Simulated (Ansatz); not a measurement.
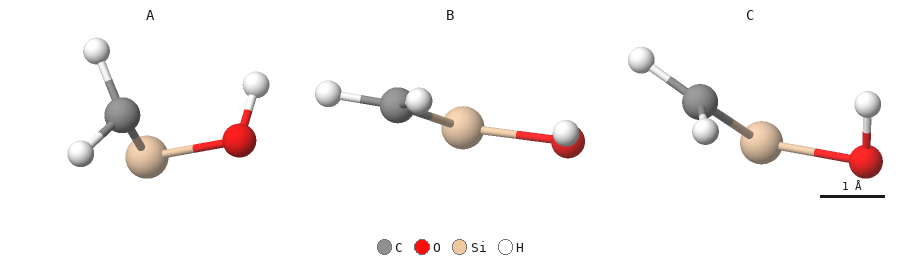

3 geometries from one relaxation of CH$_{3}$OSi (charge −1), in shuffled order. Style: ball-and-stick. Shown from a free direction.

It is one of the separated reactants of a reaction.

Computed with RKS PBE-D4/def2-SVPD (Ansatz 0.2.0). (force threshold 0.03 eV/Å; at most 250 steps)

Q: Put them in the order of the run, from the start to the converged end.

A: A, C, B. They are steps 0, 5, 13, at +751.2 kJ/mol, +38.8 kJ/mol relative to the last. The largest move after the best rigid fit is that of an H atom, 1.26 Å. Largest moves by element: H 1.26 Å, O 0.75 Å, Si 0.60 Å, C 0.43 Å. Among the contacts that change: C–O 1.889 → 2.825 Å, C–Si 1.425 → 1.777 Å, O–Si 1.768 → 1.793 Å, C–H 1.096 → 1.112 Å. Among the angles between lasting bonds that change: C–Si–O 71.7° → 104.7°, Si–C–H 113.8° → 126.5°, Si–O–H 99.4° → 109.2°. Groups turn about O–Si by about 90°. The energy falls by 751.2 kJ/mol in 13 geometry steps. The largest force component goes from 18 to 0.029 eV/Å.
